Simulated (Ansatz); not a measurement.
Level of theory: PBE (plane waves to 420 eV, PAW; Ansatz, a quantum-chemistry and plane-wave program).

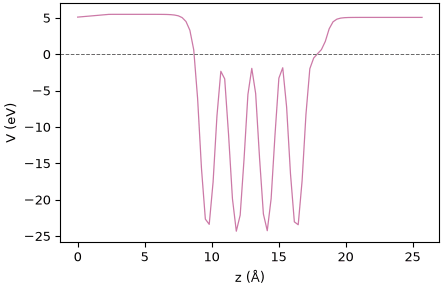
*Planar average of the electrostatic potential across the slab, in eV from the Fermi level, for S on the 1x1 (111) surface of fcc Ir, one in a 2x2 cell, started at the site 'bridge Ir-Ir (span 2.7 Å)'*

Set-up: 17 atoms, 6.6 Å thick at the start under the adsorbate (thin: gaps and levels are the slab's own); mesh 6x6x1; 0.1 eV smearing; dipole correction on; 8 atoms held, the rest relaxed; start symmetry kept, larger cells not searched; no spin, no spin-orbit, no U, no dispersion correction. At the end it is bonded to 3 Ir. In PBE it is, or lies within 0.03 eV of, the lowest of the starts that converged.

The vacuum level lies 5.07 eV above the Fermi level over the top face and 5.49 eV above it under the bottom face.
